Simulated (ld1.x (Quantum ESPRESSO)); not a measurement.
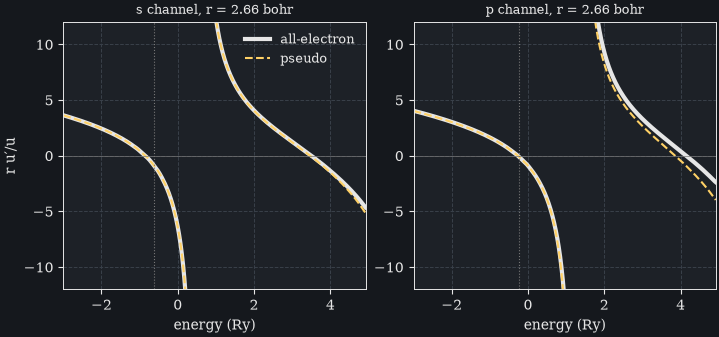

Logarithmic derivatives r u′/u at the test radius against energy, all-electron atom (solid) and pseudo-atom (dashed). Here u = r R(r). The dotted line marks the reference energy of the channel.

Aluminium, norm-conserving Troullier–Martins (Kleinman–Bylander form), made with ld1.x (Quantum ESPRESSO) 7.5 (BLYP, scalar-relativistic). Core [Ne], reference 3s1 3p2. Waves: 3s (bound): rc 1.85 bohr; 3p (bound): rc 2.45 bohr. Local part: the p channel. Core correction: Bessel-smoothed model core, default radius (core density twice the valence density).

Does the potential have spurious states?

The plot shows none: pseudo and all-electron curves have the same branches in all channels drawn. The separate test gives: no ghost state below the valence levels in the s, p, d, f channels.

Where do the curves cross zero?

s: all-electron -0.9 and 3.5 Ry, pseudo -0.9 and 3.5 Ry; p: all-electron -0.3 and 4.1 Ry, pseudo -0.3 and 3.9 Ry.
